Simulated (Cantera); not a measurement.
A closed system holds: 1 mol B2H6, 9.6 mol O2, 2.5 mol N2, equilibrated at 1.00 bar.

Method: chemical equilibrium by Gibbs-energy minimisation in Cantera with the NASA 1993 tables (ideal gas, pure condensed phases). Candidate condensed phases: B, BN, B2O3, B3O3H3, H2O; 39 gas species. The feed counts by its element totals alone. Gases not in the tables: H3BO3. Rates play no part.

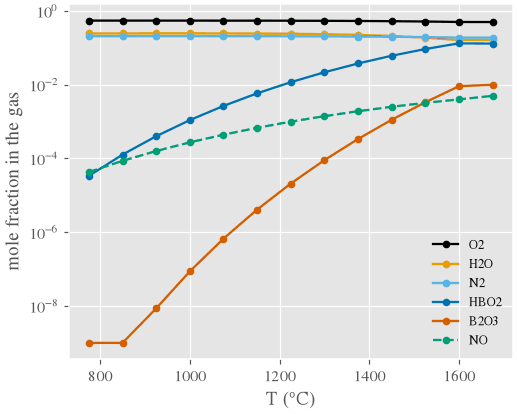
*Equilibrium gas composition (values under 1e-9 drawn at 1e-9)*

From 775 °C to 1600 °C the condensed part is B2O3(l). At 1675 °C nothing is condensed. The share of B in condensed phases is highest at 1000 °C (97.3 %) and lowest at 1675 °C (0.0 %).
